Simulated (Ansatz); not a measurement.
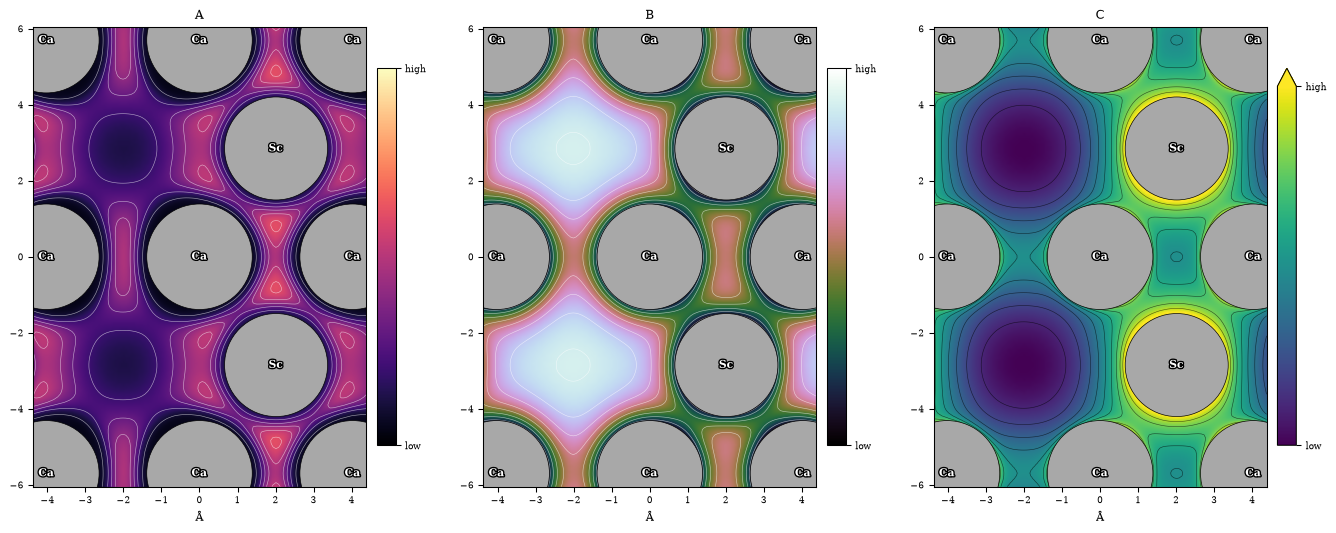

Ca$_{2}$Sc: 3 fields on the (101) plane of the conventional cell, with unlabelled colour scales. Grey discs cover the atomic cores.

Space group Fm-3m; started from the fluorite_225 prototype, which need not be the ambient phase; computed without spin polarisation.

Method: DFT PBE, scalar-relativistic, plane waves, PAW in Ansatz.

**The panels show electron localisation function, electrostatic potential energy of an electron and valence pseudo-density in some order. Assign them.**

Panel A: electron localisation function. Panel B: electrostatic potential energy of an electron (low next to the atoms, rising into the space between them). Panel C: valence pseudo-density. From the grid: Ca–Sc (3.49 Å): the density is about 0.08 e/Å³ at the midpoint; the ELF is about 0.30 at the midpoint; no localised pair shows between them.
